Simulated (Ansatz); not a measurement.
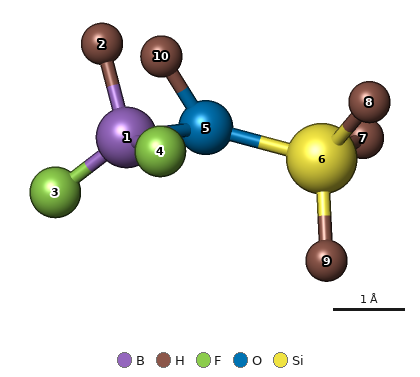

Fig. 1: The structure as given in the input (ball-and-stick view, seen at a tilt; atoms are numbered from 1 in the order of the input).

## Molecular dynamics, with input and output: BSiH5OF2 (part 1 of 3)

The run: molecular dynamics of BSiH5OF2. Method and program: RKS B3LYP/def2-SVP (Ansatz 0.2.0).

It belongs to a series of runs on one base structure; here: dynamics from the highest image of the converged band. Figures and captions count atoms from 1; the log counts them from 0 in places.

## The program's output
```
Engine: ansatz 0.2.0, aarch64-unknown-linux-gnu
Functional definition: B3LYP
  parameter a0 = 0.2
  parameter ax = 0.72
  parameter ac = 0.81
  exchange = (1 - a0 - ax)*slater_x + ax*b88_x + a0*exact_x
  correlation = (1 - ac)*vwn_rpa_c + ac*lyp_c
1030 factors; integrals over basis functions are off by at most 4.1e-4 eV
mean field evaluation 1: about -16106.5022 eV, gradient 5.3e1 eV
mean field evaluation 2: about -16099.3395 eV, gradient 8.4e1 eV
mean field evaluation 4: about -16110.9767 eV, gradient 3.7e0 eV
mean field evaluation 8: about -16111.0310 eV, gradient 8.4e-2 eV
mean field evaluation 16: about -16111.0311 eV, gradient 6.7e-6 eV
mean field -16111.03105706 eV, -592.0694708979 hartree, gradient 6.7e-6 eV, S^2 0.000000; 0 other end points of the search recorded, 0 dependent functions left out
the calculation of the forces begins
reference -16111.03130881 eV, -592.0694801495 hartree; 25, 25 occupied and 74, 74 virtual orbitals, 1030 factors
md step     0: t =     0.00 fs  T =   100.0 K  F+E_penalty+E_count = -16111.03105706 eV  E_kin = 0.103408 eV  conserved = -16110.92764906 eV  (26 SCF iters)
these checks for a lower state are left out or cut short: starts, cluster_reference, orbital_swaps, neighbouring_geometries, increment
1030 factors; integrals over basis functions are off by at most 4.2e-4 eV
mean field -16111.03025099 eV, -592.0694412752 hartree, gradient 1.6e-5 eV, S^2 0.000000; 0 other end points of the search recorded, 0 dependent functions left out
the calculation of the forces begins
reference -16111.03050294 eV, -592.0694505344 hartree; 25, 25 occupied and 74, 74 virtual orbitals, 1030 factors
md step     1: t =     0.50 fs  T =    99.2 K  F+E_penalty+E_count = -16111.03025099 eV  E_kin = 0.102610 eV  conserved = -16110.92764112 eV  (23 SCF iters)
[... from here on the SCF iterations and repeated set-up lines of each step are left out, up to the last step ...]
md step     2: t =     1.00 fs  T =    97.0 K  F+E_penalty+E_count = -16111.02791721 eV  E_kin = 0.100296 eV  conserved = -16110.92762153 eV  (23 SCF iters)
md step     3: t =     1.50 fs  T =    93.6 K  F+E_penalty+E_count = -16111.02436213 eV  E_kin = 0.096769 eV  conserved = -16110.92759307 eV  (23 SCF iters)
md step     4: t =     2.00 fs  T =    89.4 K  F+E_penalty+E_count = -16111.02002938 eV  E_kin = 0.092468 eV  conserved = -16110.92756118 eV  (23 SCF iters)
md step     5: t =     2.50 fs  T =    85.0 K  F+E_penalty+E_count = -16111.01543082 eV  E_kin = 0.087902 eV  conserved = -16110.92752859 eV  (23 SCF iters)
md step     6: t =     3.00 fs  T =    80.8 K  F+E_penalty+E_count = -16111.01108491 eV  E_kin = 0.083585 eV  conserved = -16110.92749948 eV  (23 SCF iters)
md step     7: t =     3.50 fs  T =    77.3 K  F+E_penalty+E_count = -16111.00745540 eV  E_kin = 0.079979 eV  conserved = -16110.92747646 eV  (23 SCF iters)
md step     8: t =     4.00 fs  T =    74.9 K  F+E_penalty+E_count = -16111.00490837 eV  E_kin = 0.077447 eV  conserved = -16110.92746140 eV  (23 SCF iters)
md step     9: t =     4.50 fs  T =    73.7 K  F+E_penalty+E_count = -16111.00368667 eV  E_kin = 0.076233 eV  conserved = -16110.92745403 eV  (24 SCF iters)
md step    10: t =     5.00 fs  T =    73.9 K  F+E_penalty+E_count = -16111.00390900 eV  E_kin = 0.076456 eV  conserved = -16110.92745299 eV  (24 SCF iters)
md step    11: t =     5.50 fs  T =    75.6 K  F+E_penalty+E_count = -16111.00559084 eV  E_kin = 0.078135 eV  conserved = -16110.92745599 eV  (24 SCF iters)
md step    12: t =     6.00 fs  T =    78.5 K  F+E_penalty+E_count = -16111.00868567 eV  E_kin = 0.081227 eV  conserved = -16110.92745907 eV  (31 SCF iters)
md step    13: t =     6.50 fs  T =    82.9 K  F+E_penalty+E_count = -16111.01314598 eV  E_kin = 0.085687 eV  conserved = -16110.92745883 eV  (30 SCF iters)
md step    14: t =     7.00 fs  T =    88.5 K  F+E_penalty+E_count = -16111.01899013 eV  E_kin = 0.091540 eV  conserved = -16110.92745062 eV  (30 SCF iters)
md step    15: t =     7.50 fs  T =    95.7 K  F+E_penalty+E_count = -16111.02637284 eV  E_kin = 0.098942 eV  conserved = -16110.92743132 eV  (31 SCF iters)
md step    16: t =     8.00 fs  T =   104.7 K  F+E_penalty+E_count = -16111.03563951 eV  E_kin = 0.108239 eV  conserved = -16110.92740010 eV  (30 SCF iters)
md step    17: t =     8.50 fs  T =   116.0 K  F+E_penalty+E_count = -16111.04734972 eV  E_kin = 0.119991 eV  conserved = -16110.92735866 eV  (30 SCF iters)
md step    18: t =     9.00 fs  T =   130.5 K  F+E_penalty+E_count = -16111.06225663 eV  E_kin = 0.134943 eV  conserved = -16110.92731321 eV  (30 SCF iters)
md step    19: t =     9.50 fs  T =   148.9 K  F+E_penalty+E_count = -16111.08122761 eV  E_kin = 0.153954 eV  conserved = -16110.92727377 eV  (27 SCF iters)
md step    20: t =    10.00 fs  T =   172.0 K  F+E_penalty+E_count = -16111.10511164 eV  E_kin = 0.177859 eV  conserved = -16110.92725262 eV  (30 SCF iters)
md step    21: t =    10.50 fs  T =   200.5 K  F+E_penalty+E_count = -16111.13458013 eV  E_kin = 0.207321 eV  conserved = -16110.92725948 eV  (29 SCF iters)
md step    22: t =    11.00 fs  T =   234.7 K  F+E_penalty+E_count = -16111.17000844 eV  E_kin = 0.242714 eV  conserved = -16110.92729423 eV  (29 SCF iters)
md step    23: t =    11.50 fs  T =   274.8 K  F+E_penalty+E_count = -16111.21150183 eV  E_kin = 0.284163 eV  conserved = -16110.92733877 eV  (29 SCF iters)
md step    24: t =    12.00 fs  T =   320.9 K  F+E_penalty+E_count = -16111.25916440 eV  E_kin = 0.331807 eV  conserved = -16110.92735746 eV  (29 SCF iters)
md step    25: t =    12.50 fs  T =   373.5 K  F+E_penalty+E_count = -16111.31357444 eV  E_kin = 0.386256 eV  conserved = -16110.92731807 eV  (29 SCF iters)
md step    26: t =    13.00 fs  T =   434.1 K  F+E_penalty+E_count = -16111.37613736 eV  E_kin = 0.448905 eV  conserved = -16110.92723224 eV  (29 SCF iters)
md step    27: t =    13.50 fs  T =   504.4 K  F+E_penalty+E_count = -16111.44874208 eV  E_kin = 0.521559 eV  conserved = -16110.92718262 eV  (29 SCF iters)
md step    28: t =    14.00 fs  T =   585.2 K  F+E_penalty+E_count = -16111.53242093 eV  E_kin = 0.605139 eV  conserved = -16110.92728151 eV  (29 SCF iters)
md step    29: t =    14.50 fs  T =   675.1 K  F+E_penalty+E_count = -16111.62571267 eV  E_kin = 0.698150 eV  conserved = -16110.92756262 eV  (29 SCF iters)
md step    30: t =    15.00 fs  T =   770.1 K  F+E_penalty+E_count = -16111.72425409 eV  E_kin = 0.796332 eV  conserved = -16110.92792257 eV  (29 SCF iters)
md step    31: t =    15.50 fs  T =   864.7 K  F+E_penalty+E_count = -16111.82238731 eV  E_kin = 0.894194 eV  conserved = -16110.92819287 eV  (29 SCF iters)
md step    32: t =    16.00 fs  T =   954.9 K  F+E_penalty+E_count = -16111.91573791 eV  E_kin = 0.987470 eV  conserved = -16110.92826798 eV  (29 SCF iters)
md step    33: t =    16.50 fs  T =  1039.3 K  F+E_penalty+E_count = -16112.00289143 eV  E_kin = 1.074729 eV  conserved = -16110.92816276 eV  (29 SCF iters)
md step    34: t =    17.00 fs  T =  1119.1 K  F+E_penalty+E_count = -16112.08524459 eV  E_kin = 1.157263 eV  conserved = -16110.92798204 eV  (29 SCF iters)
md step    35: t =    17.50 fs  T =  1196.8 K  F+E_penalty+E_count = -16112.16546239 eV  E_kin = 1.237614 eV  conserved = -16110.92784839 eV  (29 SCF iters)
md step    36: t =    18.00 fs  T =  1274.3 K  F+E_penalty+E_count = -16112.24556952 eV  E_kin = 1.317716 eV  conserved = -16110.92785335 eV  (29 SCF iters)
md step    37: t =    18.50 fs  T =  1351.4 K  F+E_penalty+E_count = -16112.32550489 eV  E_kin = 1.397478 eV  conserved = -16110.92802716 eV  (29 SCF iters)
md step    38: t =    19.00 fs  T =  1425.7 K  F+E_penalty+E_count = -16112.40264958 eV  E_kin = 1.474327 eV  conserved = -16110.92832248 eV  (26 SCF iters)
md step    39: t =    19.50 fs  T =  1493.1 K  F+E_penalty+E_count = -16112.47259989 eV  E_kin = 1.543989 eV  conserved = -16110.92861135 eV  (29 SCF iters)
md step    40: t =    20.00 fs  T =  1549.6 K  F+E_penalty+E_count = -16112.53117475 eV  E_kin = 1.602450 eV  conserved = -16110.92872440 eV  (29 SCF iters)
md step    41: t =    20.50 fs  T =  1594.1 K  F+E_penalty+E_count = -16112.57695827 eV  E_kin = 1.648398 eV  conserved = -16110.92856056 eV  (29 SCF iters)
md step    42: t =    21.00 fs  T =  1628.9 K  F+E_penalty+E_count = -16112.61266853 eV  E_kin = 1.684448 eV  conserved = -16110.92822027 eV  (29 SCF iters)
md step    43: t =    21.50 fs  T =  1659.0 K  F+E_penalty+E_count = -16112.64350872 eV  E_kin = 1.715522 eV  conserved = -16110.92798712 eV  (29 SCF iters)
md step    44: t =    22.00 fs  T =  1687.4 K  F+E_penalty+E_count = -16112.67295529 eV  E_kin = 1.744880 eV  conserved = -16110.92807528 eV  (29 SCF iters)
md step    45: t =    22.50 fs  T =  1712.9 K  F+E_penalty+E_count = -16112.69970170 eV  E_kin = 1.771314 eV  conserved = -16110.92838763 eV  (29 SCF iters)
md step    46: t =    23.00 fs  T =  1731.4 K  F+E_penalty+E_count = -16112.71906508 eV  E_kin = 1.790440 eV  conserved = -16110.92862511 eV  (29 SCF iters)
md step    47: t =    23.50 fs  T =  1739.5 K  F+E_penalty+E_count = -16112.72738782 eV  E_kin = 1.798806 eV  conserved = -16110.92858180 eV  (29 SCF iters)
md step    48: t =    24.00 fs  T =  1737.7 K  F+E_penalty+E_count = -16112.72520205 eV  E_kin = 1.796922 eV  conserved = -16110.92828003 eV  (29 SCF iters)
md step    49: t =    24.50 fs  T =  1730.2 K  F+E_penalty+E_count = -16112.71704066 eV  E_kin = 1.789155 eV  conserved = -16110.92788569 eV  (29 SCF iters)
md step    50: t =    25.00 fs  T =  1722.7 K  F+E_penalty+E_count = -16112.70898190 eV  E_kin = 1.781411 eV  conserved = -16110.92757057 eV  (29 SCF iters)
md step    51: t =    25.50 fs  T =  1719.9 K  F+E_penalty+E_count = -16112.70593621 eV  E_kin = 1.778490 eV  conserved = -16110.92744596 eV  (28 SCF iters)
md step    52: t =    26.00 fs  T =  1723.5 K  F+E_penalty+E_count = -16112.70983318 eV  E_kin = 1.782287 eV  conserved = -16110.92754569 eV  (29 SCF iters)
md step    53: t =    26.50 fs  T =  1732.2 K  F+E_penalty+E_count = -16112.71907366 eV  E_kin = 1.791253 eV  conserved = -16110.92782036 eV  (30 SCF iters)
md step    54: t =    27.00 fs  T =  1741.8 K  F+E_penalty+E_count = -16112.72934550 eV  E_kin = 1.801205 eV  conserved = -16110.92814068 eV  (30 SCF iters)
md step    55: t =    27.50 fs  T =  1747.8 K  F+E_penalty+E_count = -16112.73569195 eV  E_kin = 1.807359 eV  conserved = -16110.92833300 eV  (30 SCF iters)
md step    56: t =    28.00 fs  T =  1747.4 K  F+E_penalty+E_count = -16112.73518986 eV  E_kin = 1.806916 eV  conserved = -16110.92827380 eV  (26 SCF iters)
md step    57: t =    28.50 fs  T =  1741.4 K  F+E_penalty+E_count = -16112.72875479 eV  E_kin = 1.800744 eV  conserved = -16110.92801051 eV  (29 SCF iters)
md step    58: t =    29.00 fs  T =  1733.4 K  F+E_penalty+E_count = -16112.72024193 eV  E_kin = 1.792444 eV  conserved = -16110.92779810 eV  (29 SCF iters)
md step    59: t =    29.50 fs  T =  1725.9 K  F+E_penalty+E_count = -16112.71264786 eV  E_kin = 1.784768 eV  conserved = -16110.92788035 eV  (29 SCF iters)
md step    60: t =    30.00 fs  T =  1717.8 K  F+E_penalty+E_count = -16112.70461187 eV  E_kin = 1.776389 eV  conserved = -16110.92822312 eV  (29 SCF iters)
md step    61: t =    30.50 fs  T =  1704.3 K  F+E_penalty+E_count = -16112.69094985 eV  E_kin = 1.762411 eV  conserved = -16110.92853918 eV  (29 SCF iters)
md step    62: t =    31.00 fs  T =  1680.9 K  F+E_penalty+E_count = -16112.66678722 eV  E_kin = 1.738195 eV  conserved = -16110.92859227 eV  (29 SCF iters)
md step    63: t =    31.50 fs  T =  1646.7 K  F+E_penalty+E_count = -16112.63115577 eV  E_kin = 1.702793 eV  conserved = -16110.92836239 eV  (29 SCF iters)
md step    64: t =    32.00 fs  T =  1604.8 K  F+E_penalty+E_count = -16112.58743987 eV  E_kin = 1.659448 eV  conserved = -16110.92799153 eV  (29 SCF iters)
md step    65: t =    32.50 fs  T =  1560.5 K  F+E_penalty+E_count = -16112.54130470 eV  E_kin = 1.613653 eV  conserved = -16110.92765132 eV  (29 SCF iters)
md step    66: t =    33.00 fs  T =  1518.8 K  F+E_penalty+E_count = -16112.49803926 eV  E_kin = 1.570581 eV  conserved = -16110.92745808 eV  (30 SCF iters)
md step    67: t =    33.50 fs  T =  1482.7 K  F+E_penalty+E_count = -16112.46065457 eV  E_kin = 1.533199 eV  conserved = -16110.92745570 eV  (29 SCF iters)
md step    68: t =    34.00 fs  T =  1452.1 K  F+E_penalty+E_count = -16112.42915932 eV  E_kin = 1.501547 eV  conserved = -16110.92761199 eV  (30 SCF iters)
md step    69: t =    34.50 fs  T =  1424.7 K  F+E_penalty+E_count = -16112.40109420 eV  E_kin = 1.473274 eV  conserved = -16110.92781993 eV  (29 SCF iters)
md step    70: t =    35.00 fs  T =  1397.7 K  F+E_penalty+E_count = -16112.37326194 eV  E_kin = 1.445340 eV  conserved = -16110.92792156 eV  (31 SCF iters)
md step    71: t =    35.50 fs  T =  1369.7 K  F+E_penalty+E_count = -16112.34419383 eV  E_kin = 1.416409 eV  conserved = -16110.92778483 eV  (30 SCF iters)
md step    72: t =    36.00 fs  T =  1342.9 K  F+E_penalty+E_count = -16112.31607620 eV  E_kin = 1.388643 eV  conserved = -16110.92743309 eV  (30 SCF iters)
md step    73: t =    36.50 fs  T =  1322.1 K  F+E_penalty+E_count = -16112.29425035 eV  E_kin = 1.367150 eV  conserved = -16110.92710072 eV  (30 SCF iters)
md step    74: t =    37.00 fs  T =  1311.9 K  F+E_penalty+E_count = -16112.28366024 eV  E_kin = 1.356595 eV  conserved = -16110.92706486 eV  (27 SCF iters)
md step    75: t =    37.50 fs  T =  1312.7 K  F+E_penalty+E_count = -16112.28484040 eV  E_kin = 1.357483 eV  conserved = -16110.92735754 eV  (31 SCF iters)
md step    76: t =    38.00 fs  T =  1320.7 K  F+E_penalty+E_count = -16112.29345207 eV  E_kin = 1.365723 eV  conserved = -16110.92772893 eV  (30 SCF iters)
md step    77: t =    38.50 fs  T =  1330.6 K  F+E_penalty+E_count = -16112.30390004 eV  E_kin = 1.375992 eV  conserved = -16110.92790773 eV  (30 SCF iters)
md step    78: t =    39.00 fs  T =  1339.9 K  F+E_penalty+E_count = -16112.31338870 eV  E_kin = 1.385568 eV  conserved = -16110.92782078 eV  (29 SCF iters)
md step    79: t =    39.50 fs  T =  1349.6 K  F+E_penalty+E_count = -16112.32315645 eV  E_kin = 1.395577 eV  conserved = -16110.92757977 eV  (30 SCF iters)
md step    80: t =    40.00 fs  T =  1363.1 K  F+E_penalty+E_count = -16112.33688957 eV  E_kin = 1.409538 eV  conserved = -16110.92735151 eV  (30 SCF iters)
md step    81: t =    40.50 fs  T =  1383.7 K  F+E_penalty+E_count = -16112.35815376 eV  E_kin = 1.430891 eV  conserved = -16110.92726272 eV  (30 SCF iters)
md step    82: t =    41.00 fs  T =  1412.8 K  F+E_penalty+E_count = -16112.38835413 eV  E_kin = 1.460986 eV  conserved = -16110.92736781 eV  (30 SCF iters)
md step    83: t =    41.50 fs  T =  1448.8 K  F+E_penalty+E_count = -16112.42583759 eV  E_kin = 1.498193 eV  conserved = -16110.92764436 eV  (30 SCF iters)
md step    84: t =    42.00 fs  T =  1487.6 K  F+E_penalty+E_count = -16112.46626455 eV  E_kin = 1.538271 eV  conserved = -16110.92799341 eV  (30 SCF iters)
md step    85: t =    42.50 fs  T =  1524.0 K  F+E_penalty+E_count = -16112.50422444 eV  E_kin = 1.575970 eV  conserved = -16110.92825402 eV  (30 SCF iters)
md step    86: t =    43.00 fs  T =  1554.5 K  F+E_penalty+E_count = -16112.53576724 eV  E_kin = 1.607499 eV  conserved = -16110.92826870 eV  (30 SCF iters)
md step    87: t =    43.50 fs  T =  1578.9 K  F+E_penalty+E_count = -16112.56074490 eV  E_kin = 1.632734 eV  conserved = -16110.92801101 eV  (29 SCF iters)
md step    88: t =    44.00 fs  T =  1600.8 K  F+E_penalty+E_count = -16112.58307084 eV  E_kin = 1.655398 eV  conserved = -16110.92767278 eV  (29 SCF iters)
md step    89: t =    44.50 fs  T =  1624.9 K  F+E_penalty+E_count = -16112.60777237 eV  E_kin = 1.680226 eV  conserved = -16110.92754678 eV  (29 SCF iters)
md step    90: t =    45.00 fs  T =  1652.6 K  F+E_penalty+E_count = -16112.63671049 eV  E_kin = 1.708970 eV  conserved = -16110.92774022 eV  (29 SCF iters)
md step    91: t =    45.50 fs  T =  1681.7 K  F+E_penalty+E_count = -16112.66703746 eV  E_kin = 1.738978 eV  conserved = -16110.92805943 eV  (29 SCF iters)
md step    92: t =    46.00 fs  T =  1707.6 K  F+E_penalty+E_count = -16112.69398333 eV  E_kin = 1.765758 eV  conserved = -16110.92822557 eV  (29 SCF iters)
md step    93: t =    46.50 fs  T =  1728.0 K  F+E_penalty+E_count = -16112.71497646 eV  E_kin = 1.786847 eV  conserved = -16110.92812969 eV  (26 SCF iters)
md step    94: t =    47.00 fs  T =  1744.1 K  F+E_penalty+E_count = -16112.73139649 eV  E_kin = 1.803533 eV  conserved = -16110.92786307 eV  (29 SCF iters)
md step    95: t =    47.50 fs  T =  1759.7 K  F+E_penalty+E_count = -16112.74731255 eV  E_kin = 1.819716 eV  conserved = -16110.92759634 eV  (29 SCF iters)
md step    96: t =    48.00 fs  T =  1778.8 K  F+E_penalty+E_count = -16112.76688763 eV  E_kin = 1.839418 eV  conserved = -16110.92746992 eV  (28 SCF iters)
md step    97: t =    48.50 fs  T =  1803.1 K  F+E_penalty+E_count = -16112.79213780 eV  E_kin = 1.864587 eV  conserved = -16110.92755115 eV  (28 SCF iters)
md step    98: t =    49.00 fs  T =  1831.6 K  F+E_penalty+E_count = -16112.82181848 eV  E_kin = 1.893990 eV  conserved = -16110.92782843 eV  (30 SCF iters)
md step    99: t =    49.50 fs  T =  1860.0 K  F+E_penalty+E_count = -16112.85160706 eV  E_kin = 1.923395 eV  conserved = -16110.92821231 eV  (30 SCF iters)
md step   100: t =    50.00 fs  T =  1882.8 K  F+E_penalty+E_count = -16112.87555809 eV  E_kin = 1.947012 eV  conserved = -16110.92854643 eV  (30 SCF iters)
md step   101: t =    50.50 fs  T =  1895.3 K  F+E_penalty+E_count = -16112.88857902 eV  E_kin = 1.959919 eV  conserved = -16110.92866004 eV  (30 SCF iters)
md step   102: t =    51.00 fs  T =  1895.9 K  F+E_penalty+E_count = -16112.88901110 eV  E_kin = 1.960527 eV  conserved = -16110.92848390 eV  (30 SCF iters)
md step   103: t =    51.50 fs  T =  1887.1 K  F+E_penalty+E_count = -16112.87954083 eV  E_kin = 1.951378 eV  conserved = -16110.92816234 eV  (31 SCF iters)
md step   104: t =    52.00 fs  T =  1873.1 K  F+E_penalty+E_count = -16112.86494308 eV  E_kin = 1.936956 eV  conserved = -16110.92798692 eV  (30 SCF iters)
md step   105: t =    52.50 fs  T =  1856.4 K  F+E_penalty+E_count = -16112.84779623 eV  E_kin = 1.919673 eV  conserved = -16110.92812292 eV  (30 SCF iters)
md step   106: t =    53.00 fs  T =  1835.1 K  F+E_penalty+E_count = -16112.82610465 eV  E_kin = 1.897676 eV  conserved = -16110.92842834 eV  (30 SCF iters)
md step   107: t =    53.50 fs  T =  1805.2 K  F+E_penalty+E_count = -16112.79534540 eV  E_kin = 1.866735 eV  conserved = -16110.92861062 eV  (31 SCF iters)
md step   108: t =    54.00 fs  T =  1764.1 K  F+E_penalty+E_count = -16112.75275498 eV  E_kin = 1.824246 eV  conserved = -16110.92850864 eV  (30 SCF iters)
md step   109: t =    54.50 fs  T =  1713.3 K  F+E_penalty+E_count = -16112.69983716 eV  E_kin = 1.771661 eV  conserved = -16110.92817595 eV  (30 SCF iters)
md step   110: t =    55.00 fs  T =  1657.4 K  F+E_penalty+E_count = -16112.64168726 eV  E_kin = 1.713909 eV  conserved = -16110.92777871 eV  (31 SCF iters)
md step   111: t =    55.50 fs  T =  1602.4 K  F+E_penalty+E_count = -16112.58449770 eV  E_kin = 1.657024 eV  conserved = -16110.92747338 eV  (27 SCF iters)
md step   112: t =    56.00 fs  T =  1552.8 K  F+E_penalty+E_count = -16112.53307730 eV  E_kin = 1.605726 eV  conserved = -16110.92735134 eV  (31 SCF iters)
md step   113: t =    56.50 fs  T =  1510.5 K  F+E_penalty+E_count = -16112.48935719 eV  E_kin = 1.561930 eV  conserved = -16110.92742713 eV  (31 SCF iters)
```
